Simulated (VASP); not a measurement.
# Cl on Cu(100): which site?, part 7 of 7

Where does Cl sit on Cu(100), and how strongly does it bind?

VASP 6.6.1, plane waves and PAW; the level of theory is named at each step.

So far. Step 10 (Potential and states with the adsorbate, site hollow): At the end the adsorbate's closest contact with the slab is Cl-Cu at 2.43 Å, 1.80 Å to the side of the slab's atom, and its lowest atom lies 1.63 Å above the highest atom of the slab. Step 11 (Relaxing the adsorbate, site bridge): The run ended after 19 ionic steps, 1.613 eV below its first step, once the forces on the free atoms met EDIFFG = -0.03.

### Step 12. Potential and states with the adsorbate, site bridge

Level of this step: PBEsol, no spin polarisation; plane waves and PAW (Cu, Cl) (VASP).

Contents of INCAR:

```
SYSTEM = Cu16Cl
PREC = Normal
ENCUT = 330
EDIFF = 1E-06
NELM = 120
ISMEAR = 1
SIGMA = 0.15
LREAL = Auto
ALGO = Fast
GGA = PS
NBANDS = 113
LASPH = .TRUE.
LORBIT = 11
LWAVE = .FALSE.
LCHARG = .FALSE.
KPAR = 2
NCORE = 2
IDIPOL = 3
LDIPOL = .TRUE.
DIPOL = 0.5 0.5 0.513
LVHAR = .TRUE.
LVACPOTAV = .TRUE.
NEDOS = 1500
```

Contents of POSCAR:

```
Cu16Cl
1.0
    5.0400546950      0.0000000000      0.0000000000
    0.0000000000      5.0400546950      0.0000000000
    0.0000000000      0.0000000000     20.3457852786
Cu Cl
16 1
Selective dynamics
Direct
    0.2500000000      0.2500000000      0.3686267200  F F F
    0.7500000000      0.2500000000      0.3686267200  F F F
    0.2500000000      0.7500000000      0.3686267200  F F F
    0.7500000000      0.7500000000      0.3686267200  F F F
    0.0000000000      0.0000000000      0.4562089100  F F F
    0.5000000000      0.0000000000      0.4562089100  F F F
    0.0000000000      0.5000000000      0.4562089100  F F F
    0.5000000000      0.5000000000      0.4562089100  F F F
    0.2500000000      0.2489584765      0.5446556288  T T T
    0.7500000000      0.2453405634      0.5453719550  T T T
    0.2500000000      0.7510415235      0.5446556288  T T T
    0.7500000000      0.7546594366      0.5453719550  T T T
    0.9942025853      0.0000000000      0.6342097094  T T T
    0.5057974147      0.0000000000      0.6342097094  T T T
    0.9979615464      0.5000000000      0.6286234345  T T T
    0.5020384536      0.5000000000      0.6286234345  T T T
    0.2500000000      0.0000000000      0.7243720570  T T T
```

Contents of KPOINTS:

```
Automatic mesh
0
Gamma
5 5 1
0 0 0
```

The projector-augmented-wave data sets are Cu and Cl (PBE family, release 64).

On the command line:

```
> mpirun -np 4 vasp_std
```

Log:

```text
[... set-up lines as in an earlier step ...]
 entering main loop
       N       E                     dE             d eps       ncg     rms          rms(c)
DAV:   1     0.157282316488E+04    0.15728E+04   -0.59835E+04  2034   0.149E+03
DAV:   2     0.135206154692E+03   -0.14376E+04   -0.13860E+04  2034   0.385E+02
DAV:   3    -0.646750866427E+02   -0.19988E+03   -0.18563E+03  2290   0.191E+02
DAV:   4    -0.822902359860E+02   -0.17615E+02   -0.16993E+02  2828   0.613E+01
[...]
RMM:  27    -0.672055900108E+02   -0.41303E-05   -0.40970E-07  1378   0.422E-03    0.115E-03
RMM:  28    -0.672055923647E+02   -0.23539E-05   -0.23884E-07  1388   0.241E-03    0.643E-04
RMM:  29    -0.672055928332E+02   -0.46853E-06   -0.10166E-07  1308   0.202E-03
 [... a notice as in an earlier step ...]

   1 F= -.67205593E+02 E0= -.67203741E+02  d E =-.555537E-02
 [... a notice as in an earlier step ...]
```

Elapsed: 41 s, on 4 MPI ranks of Intel Xeon 6975P-C (Granite Rapids), shared host; peak memory 0.85 GiB.

From OUTCAR (step 12):

```text
  Total       -5.0422122     -5.5363586     -1.4182649      0.0000000      0.0000000      0.0000000
  in kB      -15.6309994    -17.1628672     -4.3966609      0.0000000      0.0000000      0.0000000
  external PRESSURE =     -12.3968425 kB  Pullay stress =       0.0000000 kB

 POSITION                                       TOTAL-FORCE (eV/Angst)
 -----------------------------------------------------------------------------------
      1.26001      1.26001      7.50000        -0.000000      0.015720      0.187126
      3.78004      1.26001      7.50000        -0.000000      0.020918      0.189855
      1.26001      3.78004      7.50000        -0.000000     -0.015720      0.187126
      3.78004      3.78004      7.50000        -0.000000     -0.020918      0.189855
      0.00000      0.00000      9.28193         0.066850      0.000000     -0.219454
      2.52003      0.00000      9.28193        -0.066850      0.000000     -0.219454
      0.00000      2.52003      9.28193        -0.131583      0.000000     -0.174809
      2.52003      2.52003      9.28193         0.131583      0.000000     -0.174809
      1.26001      1.25476     11.08145        -0.000000      0.004341     -0.016599
      3.78004      1.23653     11.09602        -0.000000     -0.017993      0.024619
      1.26001      3.78529     11.08145        -0.000000     -0.004341     -0.016599
      3.78004      3.80352     11.09602        -0.000000      0.017993      0.024619
      5.01084      0.00000     12.90349        -0.003281      0.000000      0.012206
      2.54925      0.00000     12.90349         0.003281      0.000000      0.012206
[...]
-----------------------------------------------------------------------------------
    total drift:                                0.000000      0.000000     -0.296865

  FREE ENERGIE OF THE ION-ELECTRON SYSTEM (eV)
  ---------------------------------------------------
  free  energy   TOTEN  =       -67.2055928332 eV

  energy  without entropy=      -67.2000374613  energy(sigma->0) =      -67.20374104

[... 2 parts as in an earlier step ...]

[... 1 further part left out ...]
[key lines of the parts left out:]
E-fermi :  -0.0493
```

The planar average of the electrostatic potential oscillates, so the rows of the table below give means over windows of 1.81 Å about each position, cut where the curve ends. Its maxima inside the range that stand out by 2 % of the span (Å: eV): 8.4: -1.70, 10.2: -1.46, 12.0: -2.06, 14.0: 1.60. Its minima: 7.5: -12.7, 9.3: -13.0, 11.1: -13.0, 12.9: -12.8, 14.7: -1.46.

Zero at the Fermi level. The planar average of the electrostatic potential by height; means over each step:

| height (Å) | planar average of the electrostatic potential (eV) |
| --- | --- |
| 0.91 | 4.72 |
| 2.71 | 4.62 |
| 4.52 | 4.59 |
| 6.33 | 0.490 |
| 8.14 | -7.83 |
| 9.95 | -7.78 |
| 11.76 | -8.10 |
| 13.57 | -4.54 |
| 15.38 | 2.35 |
| 17.20 | 5.36 |
| 19.00 | 5.38 |

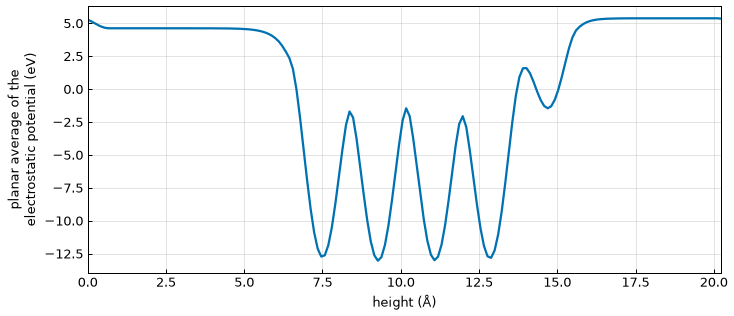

Planar average of the electrostatic potential against height.

The map of layer states is cut here 0.5 eV above the Fermi level, so it leaves out the states above that.

At the end the adsorbate's closest contact with the slab is Cl-Cu at 2.24 Å, 1.29 Å to the side of the slab's atom, and its lowest atom lies 1.83 Å above the highest atom of the slab.

VASP counts the dipole in electrons times Å, so a positive number points the physical dipole along −c.

The program warns that it found no field-free vacuum at its default tolerance, so these levels carry more doubt.

On this mesh the fine structure of the density of states is sampling noise, and high empty states may be cut by the number of bands.

### Step 13. The sites side by side

This step: adsorption sites, PBEsol; plane waves and PAW (VASP 6.6.1).

Derived from the runs above.

The site's symmetry is kept, so a site may be a saddle point. All sites:

| site | adsorption energy (eV) | height over the top layer (Å) | shortest distance to the metal (Å) | bond in the molecule (Å) | change of the work function (eV) | sideways move (Å) |
| --- | --- | --- | --- | --- | --- | --- |
| ontop | -1.574 | 2.153 | 2.122 | - | 1.373 | 0 |
| hollow | -2.125 | 1.631 | 2.426 | - | 0.1409 | 0 |
| bridge | -2.002 | 1.891 | 2.242 | - | 0.6853 | 0 |

Each adsorption energy is the energy with the adsorbate less the clean slab (-63.290 eV) and the reference (-1.912 eV, half of Cl2).

### Step 14. Outcome

| Item | Value |
| --- | --- |
| ontop start | -1.57 eV |
| hollow start | -2.13 eV |
| bridge start | -2.00 eV |

Among the starts that kept their site, Cl is lowest at the hollow site of Cu(100), at -2.13 eV against half of Cl2; bridge lies 0.12 eV higher and ontop lies 0.55 eV higher. At that site the work function rises by 0.14 eV from 4.69 eV. The bare lower face moves by -0.05 eV too, a measure of how thin the slab is. Symmetry was kept, so any start that stayed on its site may sit on a saddle point. The slab is thin, and zero-point and thermal parts are left out.

[Lines on the potential files, build, host, timing and source positions are cut from VASP's logs without a mark.]

[Logs are printed without paths, hosts, clocks, repeated set-up lines and the standing remarks that a program may print on its own settings, such as how far it seeks lower states.]

[Hosts, paths, dates, database ids (printed as entryN), source tags and the programs' standing remarks are cut or masked in the printed files.]

[Runs that stopped without an error message from VASP are left out.]
